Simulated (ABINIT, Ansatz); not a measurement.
# CsCdH3 (Pm-3m): zone-centre phonons, part 3 of 4

Which modes does CsCdH3 (Pm-3m) have at the zone centre?

ABINIT 10.8.3; DFT PBEsol, scalar-relativistic, plane waves, PseudoDojo norm-conserving pseudopotentials.

So far. Step 3 (Ground state): The cell stands at -0.23 GPa: the relaxation ran with a smoothed and higher cutoff, and the difference is a stress of the finite basis. Step 4 (Linear response at Γ): The acoustic modes at Γ come out as far as 4.9 cm⁻¹ from zero, where they should vanish, a small numerical error. The relaxed cell has a = 4.233 Å (conventional setting).

The structure was built from a prototype and need not be the compound's stable phase.

### 5. Zone-centre analysis

anaddb reads the merged derivatives and imposes the acoustic sum rule.

Contents of anaddb.abi:

```
ddb_filepath "gamma_DDB"
output_file "anaddb.abo"
outdata_prefix "anaddb"
asr 1
chneut 1
enunit 2
eivec 1
nph1l 1
qph1l 0.0 0.0 0.0 1.0
```

Contents of mrgddb.in:

```
gamma_DDB
merged
2
dfpt_gammao_DDB
gso_DDB
```

On the command line:

```console
mrgddb < mrgddb.in > mrgddb.log
OMP_NUM_THREADS=1 anaddb anaddb.abi > anaddb.log
```

anaddb.abo, the main output file:

```text
-outvars_anaddb: echo values of input variables ----------------------

 Miscellaneous information :
      enunit         2
       eivec         1
         asr         1
 First list of wavevector (reduced coord.) :
       nph1l         1
       qph1l
                     0.00000000E+00  0.00000000E+00  0.00000000E+00    1.000E+00

================================================================================

 read the DDB information and perform some checks

  ==== Info on the Cryst% object ====
 Real(R)+Recip(G) space primitive vectors, cartesian coordinates (Bohr,Bohr^-1):
 R(1)=  7.9986183  0.0000000  0.0000000  G(1)=  0.1250216  0.0000000  0.0000000
 R(2)=  0.0000000  7.9986183  0.0000000  G(2)=  0.0000000  0.1250216  0.0000000
 R(3)=  0.0000000  0.0000000  7.9986183  G(3)=  0.0000000  0.0000000  0.1250216
 Unit cell volume ucvol=  5.1173475E+02 bohr^3
 Angles (23,13,12)=  9.00000000E+01  9.00000000E+01  9.00000000E+01 degrees
 Time-reversal symmetry is present
 Reduced atomic positions [iatom, xred, symbol]:
    1)    0.0000000  0.0000000  0.0000000  Cs
    2)    0.5000000  0.5000000  0.5000000  Cd
    3)    0.5000000  0.5000000  0.0000000   H
    4)    0.5000000  0.0000000  0.5000000   H
    5)    0.0000000  0.5000000  0.5000000   H

 DDB file with 3 blocks has been read.

================================================================================

 Treat the first list of vectors

  Phonon wavevector (reduced coordinates) :  0.00000  0.00000  0.00000
 Phonon energies in Hartree :
   0.000000E+00  0.000000E+00  0.000000E+00  3.924382E-04  3.924382E-04
   3.924382E-04  2.240532E-03  2.240532E-03  2.240532E-03  3.038882E-03
   3.038882E-03  3.038882E-03  4.044954E-03  4.044954E-03  4.044954E-03
 Phonon energies in meV     :
-  0.000000E+00  0.000000E+00  0.000000E+00  1.067879E+01  1.067879E+01
-  1.067879E+01  6.096797E+01  6.096797E+01  6.096797E+01  8.269220E+01
-  8.269220E+01  8.269220E+01  1.100688E+02  1.100688E+02  1.100688E+02
 Phonon frequencies in cm-1    :
-  0.000000E+00  0.000000E+00  0.000000E+00  8.613023E+01  8.613023E+01
-  8.613023E+01  4.917399E+02  4.917399E+02  4.917399E+02  6.669576E+02
-  6.669576E+02  6.669576E+02  8.877648E+02  8.877648E+02  8.877648E+02
 Phonon frequencies in Thz     :
-  0.000000E+00  0.000000E+00  0.000000E+00  2.582119E+00  2.582119E+00
-  2.582119E+00  1.474199E+01  1.474199E+01  1.474199E+01  1.999488E+01
-  1.999488E+01  1.999488E+01  2.661452E+01  2.661452E+01  2.661452E+01
 Phonon energies in Kelvin  :
-  0.000000E+00  0.000000E+00  0.000000E+00  1.239222E+02  1.239222E+02
-  1.239222E+02  7.075040E+02  7.075040E+02  7.075040E+02  9.596031E+02
-  9.596031E+02  9.596031E+02  1.277296E+03  1.277296E+03  1.277296E+03

 Eigendisplacements
 (will be given, for each mode : in cartesian coordinates
   for each atom the real part of the displacement vector,
   then the imaginary part of the displacement vector - absolute values smaller than 1.0d-7 are set to zero)
  Mode number    1   Energy    0.000000E+00
 Attention : low frequency mode.
   (Could be unstable or acoustic mode)
-  1  0.00000000E+00  0.00000000E+00 -1.48626991E-03
-     0.00000000E+00  0.00000000E+00  0.00000000E+00
-  2  0.00000000E+00  0.00000000E+00 -1.48625998E-03
-     0.00000000E+00  0.00000000E+00  0.00000000E+00
-  3  0.00000000E+00  0.00000000E+00 -1.48627339E-03
-     0.00000000E+00  0.00000000E+00  0.00000000E+00
-  4  0.00000000E+00  0.00000000E+00 -1.48627652E-03
-     0.00000000E+00  0.00000000E+00  0.00000000E+00
-  5  0.00000000E+00  0.00000000E+00 -1.48627652E-03
-     0.00000000E+00  0.00000000E+00  0.00000000E+00
  Mode number    2   Energy    0.000000E+00
 Attention : low frequency mode.
   (Could be unstable or acoustic mode)
-  1  2.50653226E-07 -1.48626989E-03  0.00000000E+00
-     0.00000000E+00  0.00000000E+00  0.00000000E+00
-  2  2.50651551E-07 -1.48625996E-03  0.00000000E+00
-     0.00000000E+00  0.00000000E+00  0.00000000E+00
-  3  2.50654340E-07 -1.48627650E-03  0.00000000E+00
-     0.00000000E+00  0.00000000E+00  0.00000000E+00
-  4  2.50654340E-07 -1.48627337E-03  0.00000000E+00
-     0.00000000E+00  0.00000000E+00  0.00000000E+00
-  5  2.50653813E-07 -1.48627650E-03  0.00000000E+00
-     0.00000000E+00  0.00000000E+00  0.00000000E+00
  Mode number    3   Energy    0.000000E+00
 Attention : low frequency mode.
   (Could be unstable or acoustic mode)
-  1  1.48626989E-03  2.50653303E-07  0.00000000E+00
-     0.00000000E+00  0.00000000E+00  0.00000000E+00
-  2  1.48625996E-03  2.50651628E-07  0.00000000E+00
-     0.00000000E+00  0.00000000E+00  0.00000000E+00
-  3  1.48627650E-03  2.50654417E-07  0.00000000E+00
-     0.00000000E+00  0.00000000E+00  0.00000000E+00
-  4  1.48627650E-03  2.50653889E-07  0.00000000E+00
-     0.00000000E+00  0.00000000E+00  0.00000000E+00
-  5  1.48627337E-03  2.50654417E-07  0.00000000E+00
-     0.00000000E+00  0.00000000E+00  0.00000000E+00
  Mode number    4   Energy    3.924382E-04
-  1  0.00000000E+00  0.00000000E+00 -1.36216097E-03
-     0.00000000E+00  0.00000000E+00  0.00000000E+00
-  2  0.00000000E+00  0.00000000E+00  1.63315197E-03
-     0.00000000E+00  0.00000000E+00  0.00000000E+00
-  3  0.00000000E+00  0.00000000E+00 -9.38410107E-04
-     0.00000000E+00  0.00000000E+00  0.00000000E+00
-  4  0.00000000E+00  0.00000000E+00 -7.92982969E-04
-     0.00000000E+00  0.00000000E+00  0.00000000E+00
-  5  0.00000000E+00  0.00000000E+00 -7.92982969E-04
-     0.00000000E+00  0.00000000E+00  0.00000000E+00
  Mode number    5   Energy    3.924382E-04
-  1  0.00000000E+00 -1.36216097E-03  0.00000000E+00
-     0.00000000E+00  0.00000000E+00  0.00000000E+00
-  2  0.00000000E+00  1.63315197E-03  0.00000000E+00
-     0.00000000E+00  0.00000000E+00  0.00000000E+00
-  3  0.00000000E+00 -7.92982968E-04  0.00000000E+00
-     0.00000000E+00  0.00000000E+00  0.00000000E+00
-  4  0.00000000E+00 -9.38410107E-04  0.00000000E+00
-     0.00000000E+00  0.00000000E+00  0.00000000E+00
-  5  0.00000000E+00 -7.92982968E-04  0.00000000E+00
-     0.00000000E+00  0.00000000E+00  0.00000000E+00
  Mode number    6   Energy    3.924382E-04
-  1  1.36216097E-03  0.00000000E+00  0.00000000E+00
-     0.00000000E+00  0.00000000E+00  0.00000000E+00
-  2 -1.63315197E-03  0.00000000E+00  0.00000000E+00
-     0.00000000E+00  0.00000000E+00  0.00000000E+00
-  3  7.92982969E-04  0.00000000E+00  0.00000000E+00
-     0.00000000E+00  0.00000000E+00  0.00000000E+00
-  4  7.92982969E-04  0.00000000E+00  0.00000000E+00
-     0.00000000E+00  0.00000000E+00  0.00000000E+00
-  5  9.38410107E-04  0.00000000E+00  0.00000000E+00
-     0.00000000E+00  0.00000000E+00  0.00000000E+00
  Mode number    7   Energy    2.240532E-03
-  1  0.00000000E+00  0.00000000E+00  2.51177398E-04
-     0.00000000E+00  0.00000000E+00  0.00000000E+00
-  2  0.00000000E+00  0.00000000E+00  6.20118169E-05
-     0.00000000E+00  0.00000000E+00  0.00000000E+00
-  3 -4.48390367E-07 -3.45083859E-07 -1.42501090E-02
-     0.00000000E+00  0.00000000E+00  0.00000000E+00
-  4 -4.48390367E-07 -3.81415104E-07 -1.28927317E-02
-     0.00000000E+00  0.00000000E+00  0.00000000E+00
-  5 -4.95597965E-07 -3.45083859E-07 -1.28927317E-02
-     0.00000000E+00  0.00000000E+00  0.00000000E+00
  Mode number    8   Energy    2.240532E-03
-  1  0.00000000E+00 -2.51177398E-04  0.00000000E+00
-     0.00000000E+00  0.00000000E+00  0.00000000E+00
-  2  0.00000000E+00 -6.20118167E-05  0.00000000E+00
-     0.00000000E+00  0.00000000E+00  0.00000000E+00
-  3 -1.15233736E-06  1.28927316E-02 -3.81370807E-07
-     0.00000000E+00  0.00000000E+00  0.00000000E+00
-  4 -1.15233736E-06  1.42501089E-02 -3.45043781E-07
-     0.00000000E+00  0.00000000E+00  0.00000000E+00
-  5 -1.27365816E-06  1.28927316E-02 -3.45043781E-07
-     0.00000000E+00  0.00000000E+00  0.00000000E+00
  Mode number    9   Energy    2.240532E-03
-  1  2.51177398E-04  0.00000000E+00  0.00000000E+00
-     0.00000000E+00  0.00000000E+00  0.00000000E+00
-  2  6.20118167E-05  0.00000000E+00  0.00000000E+00
-     0.00000000E+00  0.00000000E+00  0.00000000E+00
-  3 -1.28927316E-02 -1.15232536E-06  4.95632054E-07
-     0.00000000E+00  0.00000000E+00  0.00000000E+00
-  4 -1.28927316E-02 -1.27364489E-06  4.48421208E-07
-     0.00000000E+00  0.00000000E+00  0.00000000E+00
-  5 -1.42501089E-02 -1.15232536E-06  4.48421208E-07
-     0.00000000E+00  0.00000000E+00  0.00000000E+00
  Mode number   10   Energy    3.038882E-03
-  1  0.00000000E+00  0.00000000E+00  0.00000000E+00
-     0.00000000E+00  0.00000000E+00  0.00000000E+00
-  2  0.00000000E+00  0.00000000E+00  0.00000000E+00
-     0.00000000E+00  0.00000000E+00  0.00000000E+00
-  3  0.00000000E+00  5.62793927E-07  0.00000000E+00
-     0.00000000E+00  0.00000000E+00  0.00000000E+00
-  4  0.00000000E+00  0.00000000E+00  1.64963404E-02
-     0.00000000E+00  0.00000000E+00  0.00000000E+00
-  5  0.00000000E+00 -5.62793927E-07 -1.64963404E-02
-     0.00000000E+00  0.00000000E+00  0.00000000E+00
  Mode number   11   Energy    3.038882E-03
-  1  0.00000000E+00  0.00000000E+00  0.00000000E+00
-     0.00000000E+00  0.00000000E+00  0.00000000E+00
-  2  0.00000000E+00  0.00000000E+00  0.00000000E+00
-     0.00000000E+00  0.00000000E+00  0.00000000E+00
-  3  1.07779478E-07 -1.64963404E-02  0.00000000E+00
-     0.00000000E+00  0.00000000E+00  0.00000000E+00
-  4 -1.07779478E-07  0.00000000E+00  5.62793927E-07
-     0.00000000E+00  0.00000000E+00  0.00000000E+00
-  5  0.00000000E+00  1.64963404E-02 -5.62793927E-07
-     0.00000000E+00  0.00000000E+00  0.00000000E+00
  Mode number   12   Energy    3.038882E-03
-  1  0.00000000E+00  0.00000000E+00  0.00000000E+00
-     0.00000000E+00  0.00000000E+00  0.00000000E+00
-  2  0.00000000E+00  0.00000000E+00  0.00000000E+00
-     0.00000000E+00  0.00000000E+00  0.00000000E+00
-  3  1.64963405E-02  1.07779478E-07  0.00000000E+00
-     0.00000000E+00  0.00000000E+00  0.00000000E+00
-  4 -1.64963405E-02  0.00000000E+00  0.00000000E+00
-     0.00000000E+00  0.00000000E+00  0.00000000E+00
-  5  0.00000000E+00 -1.07779478E-07  0.00000000E+00
-     0.00000000E+00  0.00000000E+00  0.00000000E+00
  Mode number   13   Energy    4.044954E-03
-  1  0.00000000E+00  0.00000000E+00  5.00534794E-06
-     0.00000000E+00  0.00000000E+00  0.00000000E+00
-  2  0.00000000E+00  0.00000000E+00  1.12713447E-05
-     0.00000000E+00  0.00000000E+00  0.00000000E+00
-  3  0.00000000E+00  0.00000000E+00  1.83875846E-02
-     0.00000000E+00  0.00000000E+00  0.00000000E+00
-  4  0.00000000E+00  0.00000000E+00 -1.01522844E-02
-     0.00000000E+00  0.00000000E+00  0.00000000E+00
-  5  0.00000000E+00  0.00000000E+00 -1.01522844E-02
-     0.00000000E+00  0.00000000E+00  0.00000000E+00
  Mode number   14   Energy    4.044954E-03
-  1  0.00000000E+00  5.00534794E-06  0.00000000E+00
-     0.00000000E+00  0.00000000E+00  0.00000000E+00
-  2  0.00000000E+00  1.12713447E-05  0.00000000E+00
-     0.00000000E+00  0.00000000E+00  0.00000000E+00
-  3 -1.83070072E-07 -1.01522844E-02  0.00000000E+00
-     0.00000000E+00  0.00000000E+00  0.00000000E+00
-  4 -1.83070072E-07  1.83875846E-02  0.00000000E+00
-     0.00000000E+00  0.00000000E+00  0.00000000E+00
-  5  3.31572317E-07 -1.01522844E-02  0.00000000E+00
-     0.00000000E+00  0.00000000E+00  0.00000000E+00
  Mode number   15   Energy    4.044954E-03
-  1  5.00534794E-06  0.00000000E+00  0.00000000E+00
-     0.00000000E+00  0.00000000E+00  0.00000000E+00
-  2  1.12713447E-05  0.00000000E+00  0.00000000E+00
-     0.00000000E+00  0.00000000E+00  0.00000000E+00
-  3 -1.01522844E-02  1.83070072E-07  0.00000000E+00
-     0.00000000E+00  0.00000000E+00  0.00000000E+00
-  4 -1.01522844E-02 -3.31572317E-07  0.00000000E+00
-     0.00000000E+00  0.00000000E+00  0.00000000E+00
-  5  1.83875846E-02  1.83070072E-07  0.00000000E+00
-     0.00000000E+00  0.00000000E+00  0.00000000E+00

 Analysis of degeneracies and characters (maximum tolerance=1.00E-06 a.u.)
 For each vibration mode, or group of modes if degenerate,
 the characters are given for each symmetry operation (see the list in the log file).
 Symmetry characters of vibration mode #   1
       degenerate with vibration modes #   2 to    3
  3.0 -3.0 -1.0  1.0 -1.0  1.0 -1.0  1.0  1.0 -1.0 -1.0  1.0  1.0 -1.0 -1.0  1.0
 -0.0  0.0 -0.0  0.0  0.0 -0.0  0.0 -0.0  1.0 -1.0 -1.0  1.0 -1.0  1.0  1.0 -1.0
 -0.0  0.0  0.0 -0.0  0.0 -0.0 -0.0  0.0  1.0 -1.0  1.0 -1.0 -1.0  1.0 -1.0  1.0
 Symmetry characters of vibration mode #   4
       degenerate with vibration modes #   5 to    6
  3.0 -3.0 -1.0  1.0 -1.0  1.0 -1.0  1.0  1.0 -1.0 -1.0  1.0  1.0 -1.0 -1.0  1.0
  0.0 -0.0  0.0 -0.0 -0.0  0.0 -0.0  0.0  1.0 -1.0 -1.0  1.0 -1.0  1.0  1.0 -1.0
  0.0 -0.0 -0.0  0.0 -0.0  0.0  0.0 -0.0  1.0 -1.0  1.0 -1.0 -1.0  1.0 -1.0  1.0
 Symmetry characters of vibration mode #   7
       degenerate with vibration modes #   8 to    9
  3.0 -3.0 -1.0  1.0 -1.0  1.0 -1.0  1.0  1.0 -1.0 -1.0  1.0  1.0 -1.0 -1.0  1.0
 -0.0  0.0 -0.0  0.0  0.0 -0.0  0.0 -0.0  1.0 -1.0 -1.0  1.0 -1.0  1.0  1.0 -1.0
 -0.0  0.0  0.0 -0.0  0.0 -0.0 -0.0  0.0  1.0 -1.0  1.0 -1.0 -1.0  1.0 -1.0  1.0
 Symmetry characters of vibration mode #  10
       degenerate with vibration modes #  11 to   12
  3.0 -3.0 -1.0  1.0 -1.0  1.0 -1.0  1.0 -1.0  1.0  1.0 -1.0 -1.0  1.0  1.0 -1.0
  0.0 -0.0 -0.0  0.0  0.0 -0.0  0.0 -0.0 -1.0  1.0  1.0 -1.0  1.0 -1.0 -1.0  1.0
  0.0 -0.0  0.0 -0.0  0.0 -0.0 -0.0  0.0 -1.0  1.0 -1.0  1.0  1.0 -1.0  1.0 -1.0
 Symmetry characters of vibration mode #  13
       degenerate with vibration modes #  14 to   15
  3.0 -3.0 -1.0  1.0 -1.0  1.0 -1.0  1.0  1.0 -1.0 -1.0  1.0  1.0 -1.0 -1.0  1.0
 -0.0  0.0 -0.0  0.0  0.0 -0.0  0.0 -0.0  1.0 -1.0 -1.0  1.0 -1.0  1.0  1.0 -1.0
 -0.0  0.0  0.0 -0.0  0.0 -0.0 -0.0  0.0  1.0 -1.0  1.0 -1.0 -1.0  1.0 -1.0  1.0
-
```

Wall time 0.71 s (1 thread of Intel Xeon at 2.70GHz, shared host).

Read from the output:

```
lowest optical zone-centre mode : 86.13 cm⁻¹
```

No LO-TO term; unit eigenvectors of the mass-weighted matrix, from anaddb's displacements. The modes at Γ (shares of kinetic energy by element, %):

| mode | frequency (cm⁻¹) | symmetry | Cs % | Cd % | H % |
| --- | --- | --- | --- | --- | --- |
| 1 | 0.0 | acoustic | 54 | 45 | 1 |
| 2 | 0.0 | acoustic | 54 | 45 | 1 |
| 3 | 0.0 | acoustic | 54 | 45 | 1 |
| 4 | 86.1 | T1u | 45 | 55 | 0 |
| 5 | 86.1 | T1u | 45 | 55 | 0 |
| 6 | 86.1 | T1u | 45 | 55 | 0 |
| 7 | 491.7 | T1u | 2 | 0 | 98 |
| 8 | 491.7 | T1u | 2 | 0 | 98 |
| 9 | 491.7 | T1u | 2 | 0 | 98 |
| 10 | 667.0 | T2u | 0 | 0 | 100 |
| 11 | 667.0 | T2u | 0 | 0 | 100 |
| 12 | 667.0 | T2u | 0 | 0 | 100 |
| 13 | 887.8 | T1u | 0 | 0 | 100 |
| 14 | 887.8 | T1u | 0 | 0 | 100 |
| 15 | 887.8 | T1u | 0 | 0 | 100 |

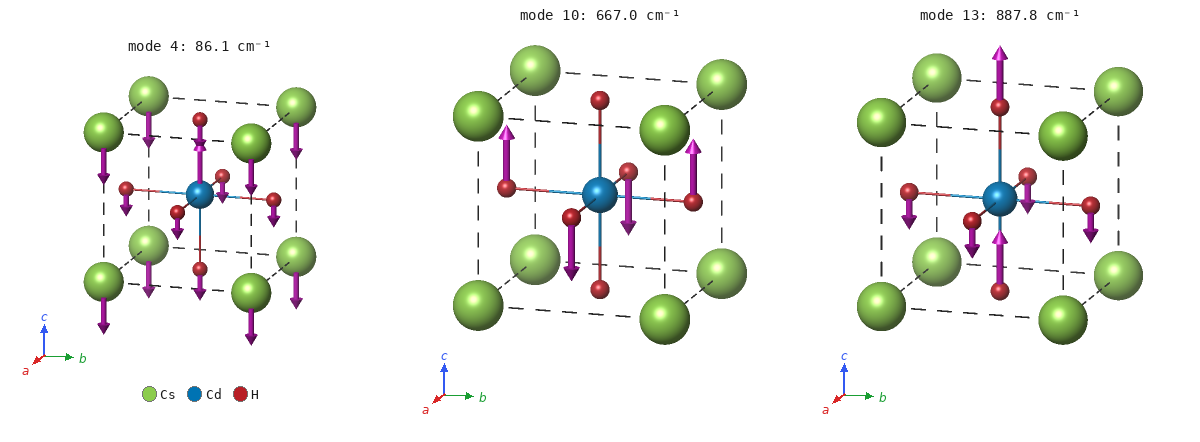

Displacement patterns of modes 4, 10 and 13 at Γ; arrows are exaggerated. Some periodic images of atoms are drawn too.

The rule moves no optical mode by more than 0.2 cm⁻¹.

(Continued in part 4 of 4.)

[Host names and launcher messages were left out of these logs when they were recorded.]

[Logs are printed without paths, hosts, clocks, repeated set-up lines and the standing remarks that a program may print on its own settings, such as how far it seeks lower states.]

[Hosts, paths, dates, database ids (printed as entryN), source tags and the programs' standing remarks are cut or masked in the printed files.]
